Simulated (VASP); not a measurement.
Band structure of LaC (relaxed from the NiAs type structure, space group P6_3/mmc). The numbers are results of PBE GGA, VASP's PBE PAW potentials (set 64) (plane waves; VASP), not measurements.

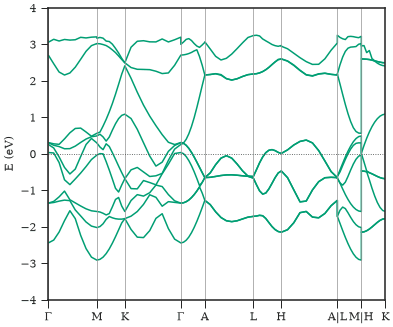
Figure: Bands along high-symmetry lines, zero at the valence-band maximum or, without a gap, the Fermi level

**Question.** Read the plot: is there a gap, and where are the band edges?

**Answer.** It has no gap at this level: it comes out as a metal or semimetal. (Edges off the drawn lines would not show.)

The structure was generated: LaC was put into the NiAs type type (P6_3/mmc), which need not be its known phase. It was relaxed first, which changed the volume by -28 %.
